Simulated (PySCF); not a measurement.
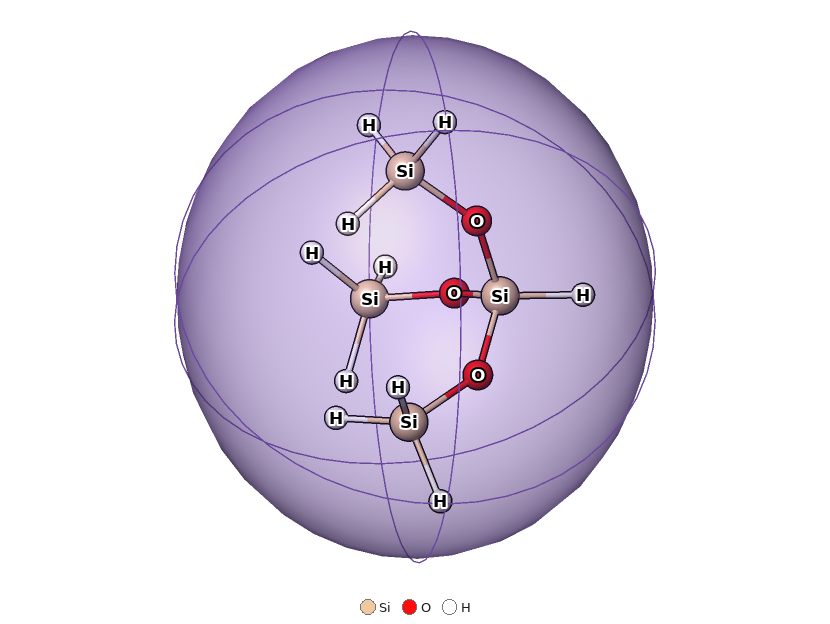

The ellipsoid shows the static dipole polarisability: its half-axes are proportional to the principal values. The computed structure is the end point of a GFN2-xTB optimisation. No frequency run is at hand to confirm it as a minimum. Method: PBE0/def2-SVPD (PySCF 2.14.0).

Question: How large and how anisotropic is the polarisability?

Answer: Principal values 98.4, 108.2, 108.2 bohr³; mean 104.9 bohr³ (15.55 Å³); anisotropy 9.8 bohr³, so the longest axis is 1.10 times the shortest.

The geometry is semi-empirical. Around Si such bond lengths and angles can be off by a tenth of an ångström or more and by several degrees, and values that hang on the shape move with them.
